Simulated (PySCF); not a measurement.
## A study: C3H4N3O, charge −1, SMILES `COc1c[n-]nn1`

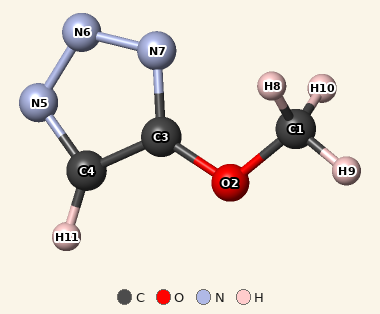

The molecule, with its atoms numbered as below. No frequency check shows the geometry to be a minimum.

Geometry (Å), atoms numbered from 1:

```
C1       2.3624    0.3413   -0.0016
O2       1.4531   -0.7179    0.0014
C3       0.1290   -0.2877    0.0008
C4      -1.0110   -1.0802   -0.0004
N5      -2.0576   -0.2371   -0.0008
N6      -1.5796    0.9869   -0.0000
N7      -0.2519    0.9935    0.0008
H8       2.2332    0.9786    0.8839
H9       3.3637   -0.0989    0.0006
H10      2.2342    0.9726   -0.8878
H11     -1.1150   -2.1522   -0.0008
```

### 1. Bonding charge

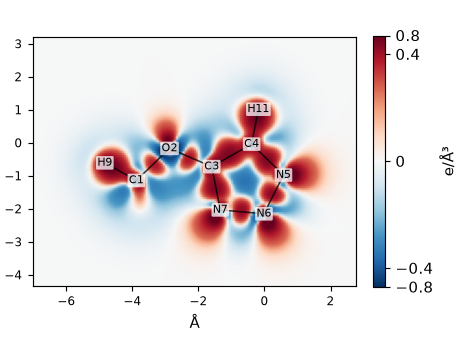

Deformation density (molecule less spherical, spin-averaged free atoms) in a plane through 9 of the atoms; colour scale in e/Å³, logarithmic beyond ±0.1; red: gain, blue: loss.

PySCF calculation, TPSSh/6-311+G**, gas phase; geometry: GFN2-xTB.

Q: Describe the bonding that the map shows.

A: C1–H9: +0.70 e/Å³ at the bond critical point (bond length 1.09 Å). C4–H11: +0.68 e/Å³ at the bond critical point (bond length 1.08 Å). C3–C4: +0.58 e/Å³ at the bond critical point (bond length 1.39 Å). C3–N7: +0.56 e/Å³ at the bond critical point (bond length 1.34 Å). N5–N6: +0.51 e/Å³ at the bond critical point (bond length 1.31 Å). C4–N5: +0.48 e/Å³ at the bond critical point (bond length 1.34 Å). N6–N7: +0.47 e/Å³ at the bond critical point (bond length 1.33 Å). C1–O2: +0.08 e/Å³ at the bond critical point (bond length 1.40 Å); up to 0.6 Å beside the axis the gain reaches +0.33 e/Å³. O2–C3: +0.07 e/Å³ at the bond critical point (bond length 1.39 Å); up to 0.6 Å beside the axis the gain reaches +0.33 e/Å³. In all, 3.0 electrons gather in the regions of gain relative to the promolecule of neutral atoms (this includes the anion's extra charge). A small or negative value marks a very polar bond, one between electron-rich atoms, whose free-atom densities already overlap strongly, a long bond to a heavier atom, or a closed-shell contact such as a hydrogen bond.

Q: Where do the Hirshfeld charges lie?

A: The highest Hirshfeld charge is on H8 and H10 (+0.02 e), the lowest on N5 (−0.26 e).

```tsv
atom	charge (e)
C1	−0.04
O2	−0.17
C3	+0.01
C4	−0.14
N5	−0.26
N6	−0.22
N7	−0.25
H8	+0.02
H9	+0.02
H10	+0.02
H11	+0.01
```

### 2. Bond critical points

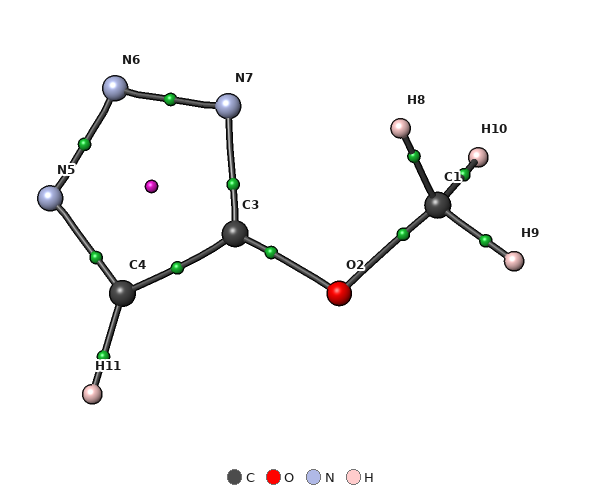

Molecular graph of the electron density (QTAIM): bond paths, bond critical points (green), ring points (magenta, if any); weak paths are dashed.

Q: How many critical points of each kind are there, and does the count close?

A: 11 nuclei, 11 bond, 1 ring and 0 cage critical points: 11 − 11 + 1 − 0 = 1, as the Poincaré–Hopf relation requires.

Q: What does the calculation give at each kind of bond critical point?

A:
```
            bond  length (Å)  ρ (a.u.)  ∇²ρ (a.u.)     ε  H (a.u.)
           N5–N6       1.314     0.403       −0.84  0.16    −0.436
           N6–N7       1.328     0.389       −0.78  0.13    −0.408
           C3–N7       1.337     0.348       −1.03  0.30    −0.485
           C4–N5       1.344     0.337       −0.92  0.25    −0.482
           C3–C4       1.388     0.307       −0.81  0.35    −0.317
C1–H10 (2 alike)       1.096     0.280       −0.95  0.03    −0.276
          C4–H11       1.077     0.279       −0.95  0.06    −0.282
           C1–H9       1.094     0.279       −0.95  0.04    −0.279
           C1–O2       1.396     0.264       −0.37  0.04    −0.364
           O2–C3       1.392     0.263       −0.31  0.11    −0.358
```

Q: What kind of interaction is N6–N7?

A: Shared-shell (covalent): ρ = 0.389, ∇²ρ = −0.78, H = −0.408 a.u.

### 3. Local ionisation energy

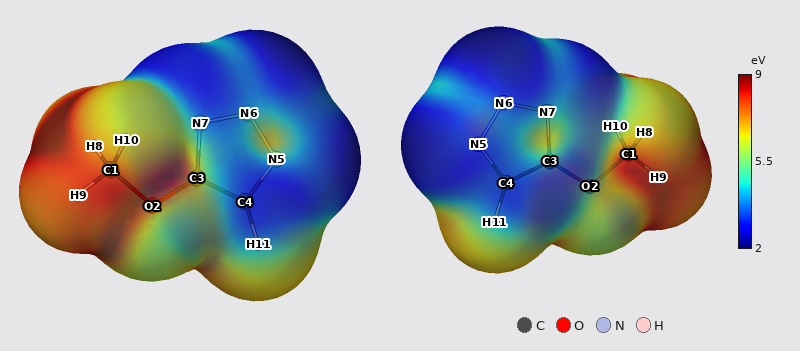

Average local ionisation energy on the surface of electron density 0.001 a.u. (back view left, front view right).

Q: Where are the most loosely bound electrons on this surface?

A: The lowest value is 2.0 eV, 2.1 Å from N6. Further minima include 2.1 eV, 2.1 Å from N5; 2.5 eV, over C4, off the plane of its three bonds (2.1 Å), and at like points elsewhere; 2.6 eV, 2.1 Å from N7. For comparison, the highest occupied orbital lies at −0.6 eV.

### 4. Magnetic shielding

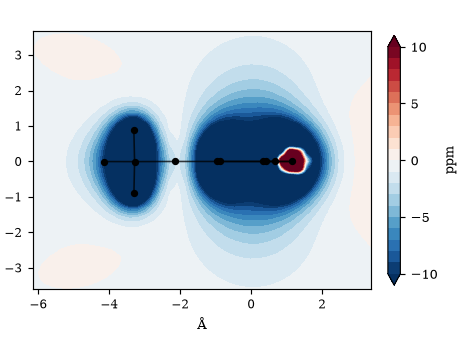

Isotropic NICS in a plane perpendicular to the 5-membered ring C3/C4/N5/N6/N7; GIAO shieldings; atoms are projected onto the map; negative values mean shielding.

Level of theory: PBE/6-31+G* (PySCF), at a geometry from GFN2-xTB.

Q: Classify the ring and give its NICS values.

A: It is strongly diatropic (aromatic): NICS(0) = −10.7, NICS(1) = −11.3, NICS(1)zz = −32.4 ppm.

The PySCF runs shown took 60 s and 33 s on 1 thread of Arm Neoverse V2, on a shared host.
